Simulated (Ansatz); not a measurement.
One crystal and one scan (scan of one atom of the cell) at two levels, PBE (plane waves to 420 eV, PAW, scalar-relativistic; Ansatz, an electronic-structure program) and r2SCAN (plane waves to 500 eV, PAW, scalar-relativistic; Ansatz), each from its own relaxed cell and on its own mesh. The cell shown is that of PBE.

Cd (hcp, Mg type)

```yaml
crystal:
  lattice:
    - [3.01593, 0.00000, 0.00000]
    - [-1.50796, 2.61187, 0.00000]
    - [0.00000, 0.00000, 5.82164]
  atoms:
    - { symbol: Cd, position: [0.33333, 0.66667, 0.75000] }
    - { symbol: Cd, position: [0.66667, 0.33333, 0.25000] }
```

In this cell atom 2 (Cd, nearest neighbour Cd at 3.016 Å; its periodic images, 3.0 Å or more away, move with it) is moved by s along Cartesian [110], unit vector (0.707, 0.707, 0.000); all other atoms and the cell stay fixed.

The energy includes the smearing's −TS. Cd was relaxed with its symmetry unable to fall. The PAW data are Ansatz's earlier set. (PBE) On this mesh the relaxed cell isn't quite at rest: it carries a pressure of 0.2 GPa (compression positive) at the zero of the scan. (r2SCAN) On this mesh the relaxed cell isn't quite at rest: it carries a pressure of 0.2 GPa (compression positive) at the zero of the scan. With partly filled bands, energies and forces of such displacements shift with the k mesh and the smearing. Percentages come from the unrounded values.

| quantity | PBE | r2SCAN | PBE − r2SCAN |
|---|---|---|---|
| Lattice constant a (Å) | 3.016 | 2.962 | +0.054 (+1.8 %) |
| Lattice constant c (Å) | 5.822 | 5.801 | +0.021 (+0.4 %) |
| Relaxed volume (Å³/atom) | 22.93 | 22.04 | +0.89 (+4.0 %) |
| Force constant k = d²E/ds² at s = 0 (finite differences) (eV/Å²) | 0.19 | 0.26 | -0.07 (-28 %) |

PBE gives the higher value for: lattice constant a; lattice constant c; relaxed volume. PBE gives the lower value for: force constant k = d²E/ds² at s = 0. Both give the same shape of the curve: a single well with its minimum at or next to zero displacement. Neither level is exact: the differences show how much the result hangs on the functional.

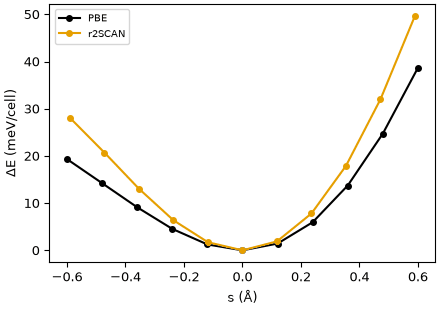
ΔE, each from the undisplaced structure of its own level.

(For displaced atoms, the force is minus the slope of the energy, and its curvature is a force constant, which sets phonon frequencies.)
